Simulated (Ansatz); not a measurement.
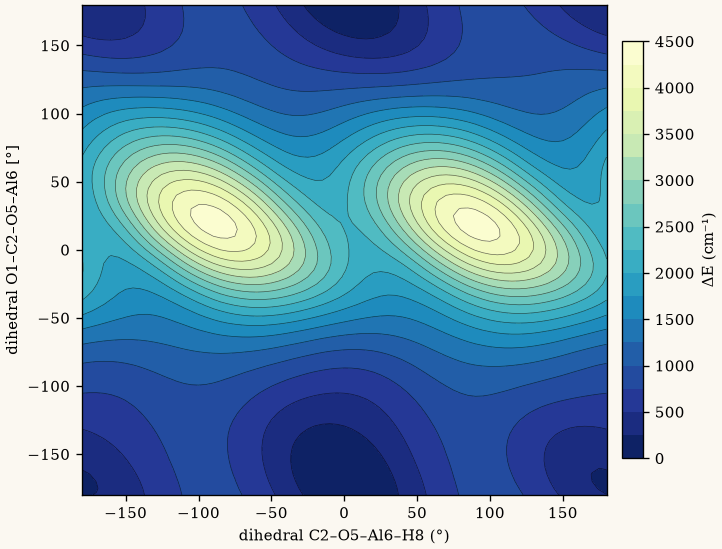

Energy landscape of CH₃AlF₂O₂, SMILES OC(F)(F)[O][AlH2]. The first coordinate is: dihedral C2–O5–Al6–H8; the second: dihedral O1–C2–O5–Al6. Nothing is relaxed (all other coordinates rigid). Grid: 15 × 15 points. All energies are given in cm⁻¹ relative to the relaxed molecule at the same level. The calculation used RHF/def2-SVP (Ansatz 0.2.0).

In the figure: filled contours. Between grid points the surface is interpolated. 

Question: Describe this landscape.

Answer: The lowest grid point is at dihedral C2–O5–Al6–H8 = 12°, dihedral O1–C2–O5–Al6 = −180°, 37 cm⁻¹ from the relaxed molecule at the same level. There is a further well near dihedral C2–O5–Al6–H8 = −180°, dihedral O1–C2–O5–Al6 = −180° (215 cm⁻¹ above the lowest at that grid point). The highest grid point, dihedral C2–O5–Al6–H8 = −84°, dihedral O1–C2–O5–Al6 = 12°, lies 4277 cm⁻¹ above the lowest. On the interpolated surface the easiest way out of the lowest well to the well at about dihedral C2–O5–Al6–H8 = −180°, dihedral O1–C2–O5–Al6 = −170° passes a barrier of about 830 cm⁻¹, counted from the interpolated bottom of the well. Round the minimum the valley is somewhat tilted: raising dihedral C2–O5–Al6–H8 shifts the best value of dihedral O1–C2–O5–Al6 downwards (coupling k₁₂/√(k₁₁k₂₂) about 0.4). At the highest point the unbonded atoms Al6···H7 come to 2.66 Å, against 3.94 Å at the lowest; the sum of their van der Waals radii is about 3.5 Å.

Time for the 225 points that were run: 7.6 min on 1 thread of Arm Neoverse V2, on a shared host.
